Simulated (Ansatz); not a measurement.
# One shape, several levels: BNH4 (SMILES BN)

Wanted: a comparison of 6 runs (PBE0/STO-3G, SVWN5/STO-3G, wB97M-V/STO-3G, CCSDT/STO-3G, CCSD/STO-3G, CCSD(T)/STO-3G) of BNH4. 

Program for the calculation: Ansatz 0.2.0.

47 further runs of the same task are left out: 47 set aside as unsound or not needed.

### 1 Starting point

BNH4: 6 atoms, total charge 0, spin state singlet. SMILES: `BN`. The H3–B1 distance was set to 2.993 Å, away from the relaxed value. At this shape a bond of the SMILES string is far longer than usual.

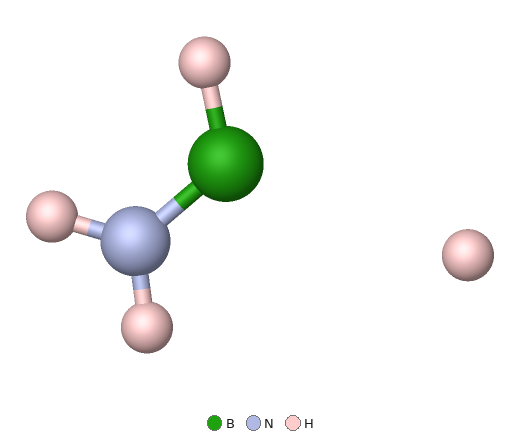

Viewed from a chosen angle; boron green, nitrogen light blue, hydrogen pink.

### 2 A single-point energy at PBE0/STO-3G (run 1)

run.yaml reads:

```yaml
basis:
  gaussian: {orbitals: STO-3G}
crystal:
  periodic: [false, false, false]
  atoms:
    - symbol: B
      position_ang: [-0.659212, 0.353023, -1.395281]
    - symbol: N
      position_ang: [-0.384912, 1.710023, -1.358881]
    - symbol: H
      position_ang: [0.225800, -1.368000, 0.887500]
    - symbol: H
      position_ang: [-1.243012, -0.096077, -2.338881]
    - symbol: H
      position_ang: [-0.652612, 2.346323, -2.090481]
    - symbol: H
      position_ang: [0.100988, 2.154023, -0.598381]
accuracy: high
hamiltonian: {xc: {name: PBE0}}
```

Started as:

```sh
$ ansatz run run.yaml --threads 1 --pin off --max-ram 2610MiB --events-out events.jsonl --progress --plain --runs-dir runs
```

The log of the run:

```text
Warning: RAYON_NUM_THREADS=1 ignored (pool sized by the plan → 1); use --threads N
Functional definition: PBE0
  name "PBE0"
  parameter a = 0.25
  parameter kappa = 0.804
  parameter beta = 0.06672455060314922
  exchange = (1 - a)*pbe_x(kappa = kappa, mu = beta*pi^2/3) + a*exact_x
  correlation = pbe_c(beta = beta)
229 factors; integrals over basis functions are off by at most 1.5e-8 eV
mean field evaluation 1: about -2187.2405 eV, gradient 2.0e1 eV
mean field evaluation 2: about -2176.3472 eV, gradient 3.8e1 eV
mean field evaluation 4: about -2193.1257 eV, gradient 3.4e0 eV
mean field evaluation 8: about -2193.1257 eV, gradient 3.4e0 eV
mean field evaluation 16: about -2193.1501 eV, gradient 2.0e-8 eV
mean field -2193.15012591 eV, -80.5967805567 hartree, gradient 2.0e-8 eV, S^2 0.000000; 0 other end points of the search recorded, 0 dependent functions left out
reference -2193.15012748 eV, -80.5967806144 hartree; 8, 8 occupied and 6, 6 virtual orbitals, 229 factors
Total energy: -2193.15012748 eV, -80.5967806144 hartree
```

Run time: 0.88 s. Hardware: 1 thread of Arm Neoverse V1, shared host.

### 3 The energy at SVWN5/STO-3G (run 2)

input.yaml reads:

```yaml
crystal:
  periodic: [false, false, false]
  atoms:
    - symbol: B
      position_ang: [-0.659212, 0.353023, -1.395281]
    - symbol: "N"
      position_ang: [-0.384912, 1.710023, -1.358881]
    - symbol: H
      position_ang: [0.225800, -1.368000, 0.887500]
    - symbol: H
      position_ang: [-1.243012, -0.096077, -2.338881]
    - symbol: H
      position_ang: [-0.652612, 2.346323, -2.090481]
    - symbol: H
      position_ang: [0.100988, 2.154023, -0.598381]
basis:
  gaussian:
    orbitals: STO-3G
hamiltonian:
  xc: {name: SVWN5}
accuracy: high
```

Started as:

```sh
$ ansatz run input.yaml --threads 1 --pin off --max-ram 2610MiB --events-out events.jsonl --progress --plain --runs-dir runs
```

The log of the run:

```text
Warning: RAYON_NUM_THREADS=1 ignored (pool sized by the plan → 1); use --threads N
Functional definition: SVWN5
  name "SVWN5"
  exchange = slater_x
  correlation = vwn5_c
229 factors; integrals over basis functions are off by at most 1.5e-8 eV
mean field evaluation 1: about -2169.6435 eV, gradient 2.3e1 eV
mean field evaluation 2: about -2154.9589 eV, gradient 4.8e1 eV
mean field evaluation 4: about -2166.6663 eV, gradient 2.2e1 eV
mean field evaluation 8: about -2175.1264 eV, gradient 1.4e-1 eV
mean field -2175.12646454 eV, -79.9344232182 hartree, gradient 6.6e-9 eV, S^2 0.000000; 0 other end points of the search recorded, 0 dependent functions left out
reference -2175.12646656 eV, -79.9344232924 hartree; 8, 8 occupied and 6, 6 virtual orbitals, 229 factors
Total energy: -2175.12646656 eV, -79.9344232924 hartree
```

Wall time 0.58 s (1 thread of Arm Neoverse V1, shared host).

### 4 A single-point energy at wB97M-V/STO-3G (run 3)

run.yaml reads:

```yaml
crystal:
  periodic: [false, false, false]
  atoms:
    - {symbol: B, position_ang: [-0.659212, 0.353023, -1.395281]}
    - {symbol: "N", position_ang: [-0.384912, 1.710023, -1.358881]}
    - {symbol: H, position_ang: [0.225800, -1.368000, 0.887500]}
    - {symbol: H, position_ang: [-1.243012, -0.096077, -2.338881]}
    - {symbol: H, position_ang: [-0.652612, 2.346323, -2.090481]}
    - {symbol: H, position_ang: [0.100988, 2.154023, -0.598381]}
basis:
  gaussian: {orbitals: STO-3G}
hamiltonian: {xc: {name: wB97M-V}}
accuracy: high
```

Started as:

```sh
$ ansatz run run.yaml --threads 1 --pin off --max-ram 2610MiB --events-out events.jsonl --progress --plain --runs-dir runs
```

The log of the run, cut to the lines that bear on the results:

```text
Warning: RAYON_NUM_THREADS=1 ignored (pool sized by the plan → 1); use --threads N
Functional definition: wB97M-V
  name "wB97M-V"
[...]
  gx(w, u) = 1 - cx + cx01*u + cx10*w
  gss(w, u) = css00 + css04*u^4 + css10*w + css20*w^2 + css43*w^4*u^3
  gos(w, u) = cos00 + cos10*w + (cos20 + cos21*u)*w^2 + (cos60 + cos61*u)*w^6
[...]
      + integral(e_c_pw_mod_opposite_spin*gos(b97_w_opposite, b97_u_opposite)) + vv10(b, c)
229 factors; integrals over basis functions are off by at most 1.5e-8 eV
135 factors; integrals over basis functions are off by at most 9.7e-10 eV
[...]
mean field -2194.84106742 eV, -80.6589215111 hartree, gradient 2.9e-8 eV, S^2 0.000000; 0 other end points of the search recorded, 0 dependent functions left out
reference -2194.84107018 eV, -80.6589216124 hartree; 8, 8 occupied and 6, 6 virtual orbitals, 229 factors
Total energy: -2194.84107018 eV, -80.6589216124 hartree
```

Wall time 14 s (1 thread of Arm Neoverse V1, shared host); peak memory 0.24 GiB.

Runs 4 to 5 aren't shown in full; the table further down has their settings and results.

### 5 The energy at CCSD(T)/STO-3G (run 6)

job.yaml reads:

```yaml
crystal:
  periodic: [false, false, false]
  atoms:
    - {symbol: B, position_ang: [-0.659212, 0.353023, -1.395281]}
    - {symbol: N, position_ang: [-0.384912, 1.710023, -1.358881]}
    - {symbol: H, position_ang: [0.225800, -1.368000, 0.887500]}
    - {symbol: H, position_ang: [-1.243012, -0.096077, -2.338881]}
    - {symbol: H, position_ang: [-0.652612, 2.346323, -2.090481]}
    - {symbol: H, position_ang: [0.100988, 2.154023, -0.598381]}
basis:
  gaussian:
    orbitals: STO-3G
total_charge: 0
correlation:
  method: ccsd_t
  frozen_orbitals: {B: 1, H: 0, "N": 1}
accuracy: high
scf:
  omitted_lower_state_checks: [cluster_reference, increment]
```

Started as:

```sh
$ ansatz run job.yaml --threads 1 --pin off --max-ram 2610MiB --events-out events.jsonl --progress --plain --runs-dir runs
```

The log of the run, cut to the lines that bear on the results:

```text
Warning: RAYON_NUM_THREADS=1 ignored (pool sized by the plan → 1); use --threads N
Functional definition: HF
  name "HF"
[...]
229 factors; integrals over basis functions are off by at most 1.5e-8 eV
[...]
mean field -2179.33849419 eV, -80.0892124527 hartree, gradient 4.8e-8 eV, S^2 0.000000; 1 other end points of the search recorded, 0 dependent functions left out; unrestricted orbitals would lower it
2 core orbitals not correlated: weight in the atoms' cores, before any rotation towards them, 1.000 or more for the frozen orbitals, at most 0.000 for the correlated occupied ones
reference -2179.33849419 eV, -80.0892124527 hartree; 6, 6 occupied and 6, 6 virtual orbitals, 229 factors
second order -5.28422336 eV of doubles, -0.00000000 eV of singles
cycle   1  -4.38920129 eV  change    -1.5e0 eV  update   1.6e-1
[...]
cycle  27  -7.66879818 eV  change   9.9e-10 eV  update  4.4e-10
perturbative correction -0.22402756 eV, -0.0082328608 hartree
WARN: these amplitudes may be one of several solutions (largest doubles amplitude 0.77, level shift 11.66 eV)
Total energy: -2187.23131992 eV, -80.3792684485 hartree
Checks for a lower state left out: cluster_reference, increment
```

It took 0.12 s on 1 thread of Arm Neoverse V1, shared host.

### 6 Overview of the runs

```tsv
run	level	frozen core orbitals	energy (Eh)	wall time
1	PBE0/STO-3G	–	-80.596781	0.88 s
2	SVWN5/STO-3G	–	-79.934423	0.58 s
3	wB97M-V/STO-3G	–	-80.658922	14 s
4	CCSDT/STO-3G	2	-80.378318	0.22 s
5	CCSD/STO-3G	2	-80.371036	0.12 s
6	CCSD(T)/STO-3G	2	-80.379268	0.12 s
```

### 7 Outcome

| quantity | value |
| --- | --- |
| run 6: total energy | -80.37927 Eh |
| run 6: correlation energy (2 core orbitals frozen) | -290.1 mEh |
| run 6: (T) correction | -8.23 mEh |
| run 6: T1 diagnostic | 0.049 |

**Reading.** Totals of different functionals can't be ranked against each other. In runs 5, 6 the T1 diagnostic is large, so a single reference may not serve. In runs 4, 5, 6 the log says that unrestricted orbitals would lower the reference, so the values rest on an unstable closed-shell determinant (other closed-shell runs at this shape may share the fault). In runs 1, 2, 3, 4, 5, 6 the basis is minimal, so the values are rough. All runs together took 16 s, the longest 14 s.
